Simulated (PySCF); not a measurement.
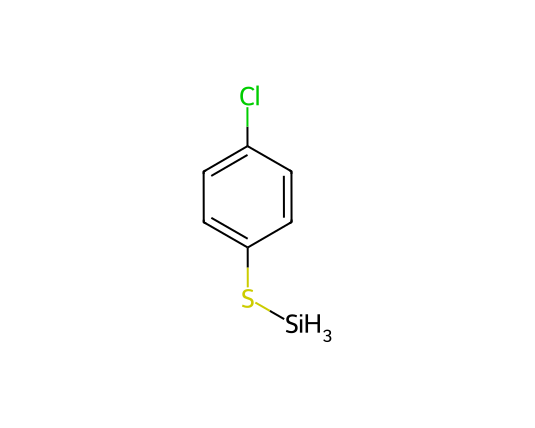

2D structure.

Give its SMILES.

Answer. [SiH3]Sc1ccc(Cl)cc1

What is the molecular formula?

Answer. C6H7ClSSi.

More results for the same structure follow; atom numbers are the same in all pictures, views and colours differ. The geometry was computed by an optimisation with PBE0-D3(BJ)/def2-SVP. No frequency run is at hand to confirm it as a minimum.

**Polarisability**

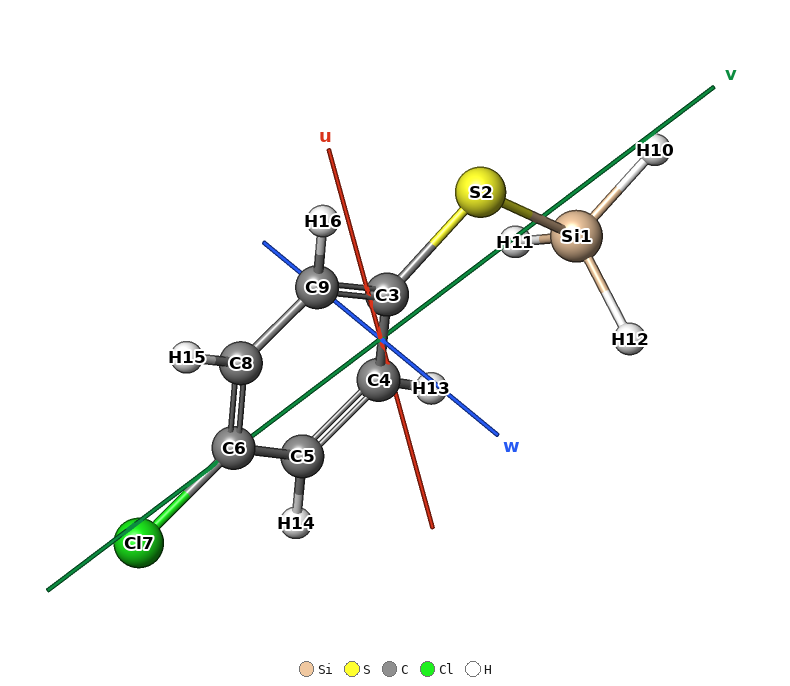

The lines u, v and w are the principal axes of the static dipole polarisability. No frequency run is at hand to confirm it as a minimum. Computed with CAM-B3LYP/def2-SVPD in benzene (IEF-PCM) (PySCF 2.14.0).

Along which axis is the molecule most polarisable, and along which least?

Answer. Most along v (close to the long direction Si1···Cl7), least along w.

Give the three principal values.

Answer. u 149.7, v 225.2, w 96.6 bohr³; mean 157.2, anisotropy 111.9 bohr³.

**NMR shielding**

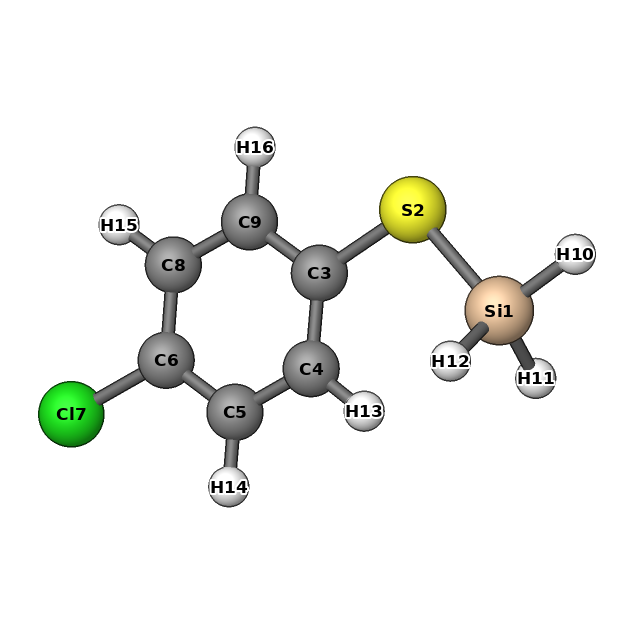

No frequency run is at hand to confirm it as a minimum. Properties computed with GIAO PBE0/pcSseg-1 NMR shielding, non-relativistic, IEF-PCM tetrahydrofuran (PySCF 2.14.0). Principal shieldings σ11 ≤ σ22 ≤ σ33, span Ω = σ33 − σ11, skew κ = 3(σiso − σ22)/Ω.

Give the shielding tensors of the Si atoms.

```csv
atom,σ11,σ22,σ33,σiso,Ω,κ
Si1,364.5,408.5,456.4,409.8,91.8,0.04
```

Shieldings and span in ppm.

**Excitation**

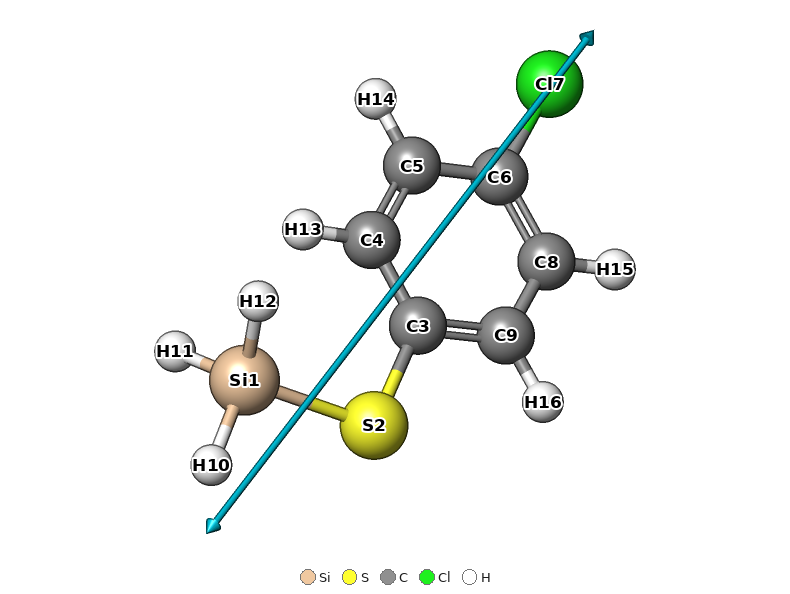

The double arrow shows the direction of the transition dipole to excited singlet state 2 (its length means nothing). No frequency run is at hand to confirm it as a minimum. Properties computed with TDDFT CAM-B3LYP/def2-SVPD, vertical, gas phase, core orbitals frozen in the response (PySCF 2.14.0).

How is the transition polarised?

Answer. Nearly parallel to the C8–C9 bond.

Give its energy, strength and character.

Answer. 5.25 eV (236 nm), oscillator strength 0.37, mainly HOMO → LUMO+1 (weight 0.57); transition dipole 4.33 D.

**Quadrupole coupling**

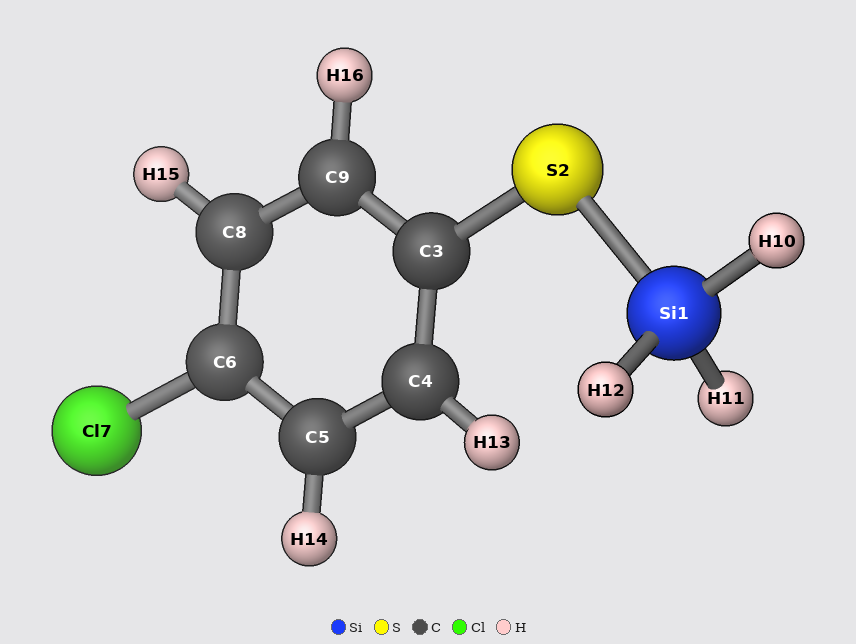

No frequency run is at hand to confirm it as a minimum. Electric field gradients from the ground-state density, PBE0/pcSseg-1 in benzene (IEF-PCM) (PySCF 2.14.0), non-relativistic apart from any core potentials.

Give the largest field-gradient component, the quadrupole coupling constant and the asymmetry for 33S at S2 (Q = −67.81 mb), 35Cl at Cl7 (Q = −81.7 mb), 2H at H10 (Q = 2.86 mb), 2H at H11 (Q = 2.86 mb).

```
atom  V_zz (a.u.)  e²qQ/h (MHz)     η
  S2        2.080         −33.1  1.00
 Cl7        3.899         −74.8  0.08
 H10        0.141         0.095  0.04
 H11        0.138         0.093  0.02
```
